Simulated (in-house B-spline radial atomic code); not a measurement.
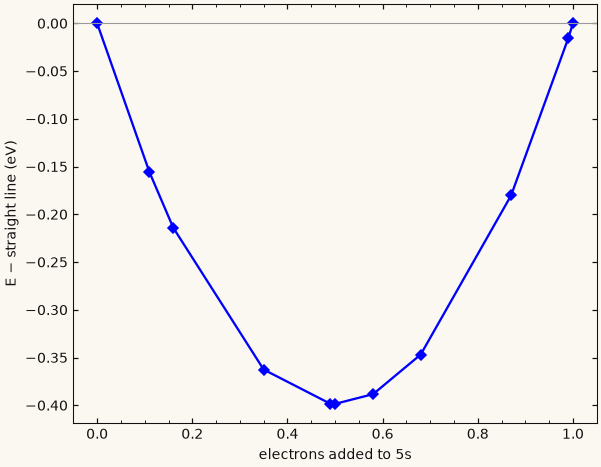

The calculation used an in-house B-spline radial code at this level: non-relativistic BHandHLYP, spin-polarised, spherical fractional occupations, point nucleus, basis-set limit. The occupation of the 5s shell is varied from Tc²⁺ ([Kr] 4d5 (high spin)) to Tc⁺ ([Kr] 4d5 5s1 (high spin)), with spherical fractional occupations. The plot shows the total energy less the straight line between the end points.

Describe the curve.

The curve is convex (below the straight line), with the largest deviation among the points computed, −0.40 eV, at 0.5. The end points differ by 14.4 eV, the energy to take the electron out. Convexity is the delocalisation error: fractional charges are too low in energy. Exact exchange at spherical fractional occupations leaves self-interaction in partly filled shells, which adds to the curvature.
